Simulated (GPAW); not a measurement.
Consider YTe (P-6m2).

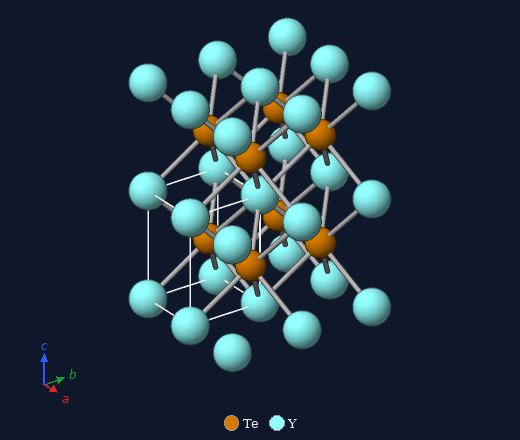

The structure (tellurium orange, yttrium teal). Bonds to atoms that aren't drawn are left out. 2×2×2 cells are drawn. Some periodic images of atoms are drawn too.

```cif
data_structure
_symmetry_space_group_name_H-M 'P 1'
_symmetry_Int_Tables_number 1
_cell_length_a 4.1091
_cell_length_b 4.1091
_cell_length_c 4.0617
_cell_angle_alpha 90.000
_cell_angle_beta 90.000
_cell_angle_gamma 120.000
_cell_volume 59.39
loop_
_atom_site_label
_atom_site_type_symbol
_atom_site_fract_x
_atom_site_fract_y
_atom_site_fract_z
_atom_site_occupancy
Te1 Te 0.33333 0.66667 0.50000 1
Y2 Y 0.00000 0.00000 0.00000 1
```

Absorber: atom 1, with 6 Y at 3.12 Å (trigonal prismatic, site symmetry -6m2). Method: GPAW, LDA, excited-electron core hole (neutral cell), 6-atom cell with 5.8 Å between holes, 4×4×4 k points, dipole transitions, Gaussian full width 9.89 eV.

**Question.** What does the Te K edge look like?

Main maxima up to 27 eV above the zero (height): 7.0 eV (1.18) and 23.8 eV (1.14). A K edge sees empty p states on the absorber. 

The Te K spectrum (energy from the lowest empty level; intensity scaled to a mean of 1 over the first 20 eV; polarised curves are means over the symmetry-equivalent atoms):

| E (eV) | isotropic | ε ⊥ c | ε ∥ c |
| --- | --- | --- | --- |
| -2.0 | 0.32 | 0.33 | 0.32 |
| -0.5 | 0.50 | 0.50 | 0.50 |
| 1.0 | 0.70 | 0.69 | 0.71 |
| 2.5 | 0.89 | 0.87 | 0.93 |
| 4.0 | 1.05 | 1.02 | 1.10 |
| 5.5 | 1.15 | 1.12 | 1.21 |
| 7.0 | 1.18 | 1.15 | 1.24 |
| 8.5 | 1.15 | 1.13 | 1.19 |
| 10.0 | 1.09 | 1.08 | 1.11 |
| 11.5 | 1.02 | 1.02 | 1.02 |
| 13.0 | 0.96 | 0.97 | 0.95 |
| 14.5 | 0.93 | 0.94 | 0.92 |
| 16.0 | 0.94 | 0.94 | 0.92 |
| 17.5 | 0.97 | 0.97 | 0.97 |
| 19.0 | 1.02 | 1.02 | 1.02 |
| 20.5 | 1.08 | 1.07 | 1.08 |
| 22.0 | 1.12 | 1.11 | 1.13 |
| 23.5 | 1.14 | 1.13 | 1.15 |
| 25.0 | 1.13 | 1.13 | 1.14 |
| 26.5 | 1.10 | 1.09 | 1.10 |
| 28.0 | 1.04 | 1.04 | 1.04 |
| 29.5 | 0.98 | 0.98 | 0.98 |
| 31.0 | 0.92 | 0.93 | 0.91 |

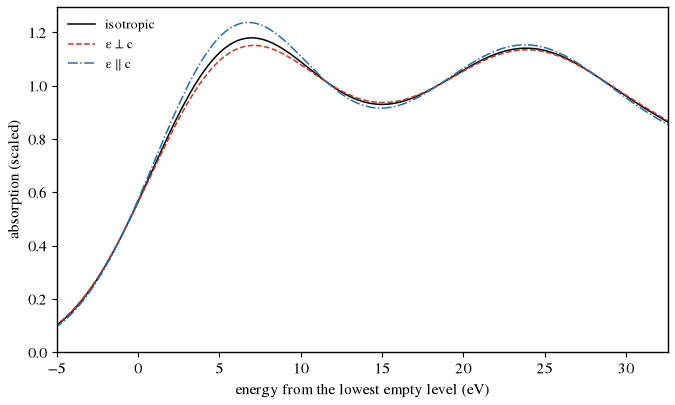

The Te K edge.

The script folds with a Gaussian, whereas the core hole's own line is a Lorentzian, so the onset is too steep and the first peak too high. The primitive cell holds an odd number of electrons, so a spin-paired run has to come out metallic; that is right for a metal, but some such compounds are magnetic or distorted insulators. The holes are only 5.8 Å apart, so the shape is probably not converged with cell size; no larger cell was run here. The structure is a computed Materials Project entry and may be a hypothetical form.

[Banner, clock and machine lines of the logs are left out without a mark of their own.]

[Logs are printed without paths, hosts, clocks, repeated set-up lines and the standing remarks that a program may print on its own settings, such as how far it seeks lower states.]

[Hosts, paths, dates, database ids (printed as entryN), source tags and the programs' standing remarks are cut or masked in the printed files.]

[Lists of maxima count a maximum above −3 eV only where it reaches 4 % of the highest in the window and stands out from its surroundings by 2 % of it (1.5 % where it reaches 55 %); shoulders and weaker maxima are passed over, and of the rest the first, up to two pre-edge ones and the few strongest are named.]
